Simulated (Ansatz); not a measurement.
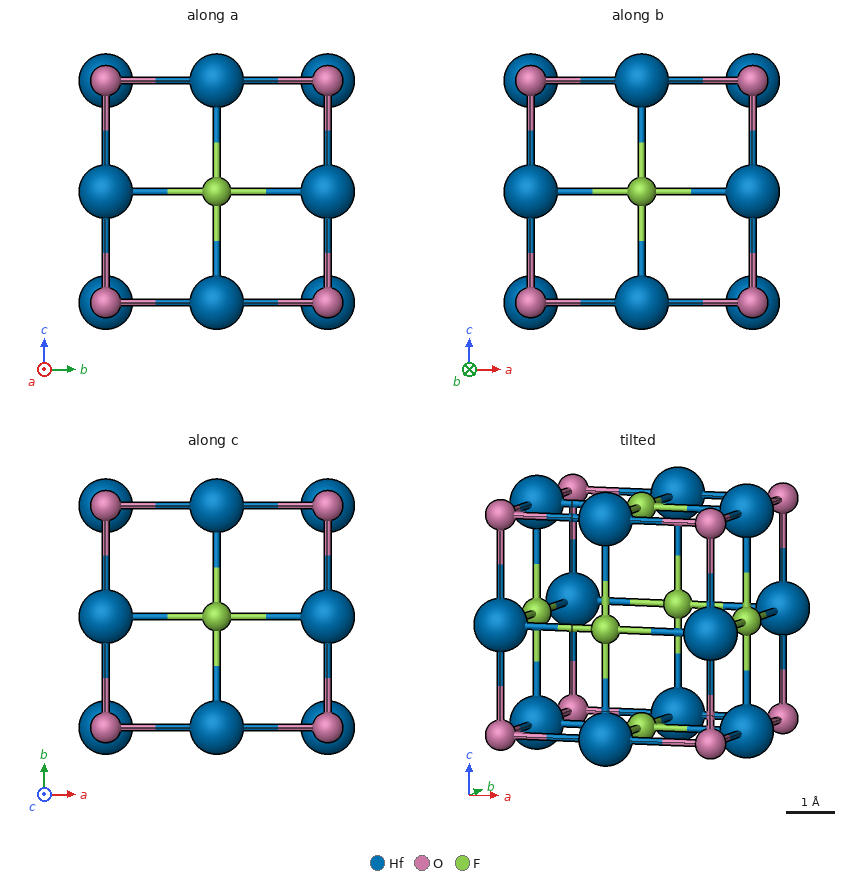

The figure gives a ball-and-stick picture of the atoms, viewed along the a axis, along the b axis, along the c axis and slightly off an axis. Atoms at the boundary of the conventional unit cell (the box) are drawn once for each face, edge or corner they touch.

Lattice parameters: a = 4.646 Å, b = 4.646 Å, c = 4.646 Å, α = 90.00°, β = 90.00°, γ = 90.00°.

Question: Express the structure as a table of Wyckoff sites.

Answer: Space group Pm-3m (No. 221).
| atom | site | x | y | z |
| --- | --- | --- | --- | --- |
| Hf | 3d | 0.5000 | 0.0000 | 0.0000 |
| O | 1a | 0.0000 | 0.0000 | 0.0000 |
| F | 3c | 0.0000 | 0.5000 | 0.5000 |

The structure was taken from a structure type filled with these elements by a generator (whether the compound takes this form wasn't checked). The structure drawn was relaxed with Ansatz 0.2.0, DFT PBE, scalar-relativistic, plane waves, PAW.
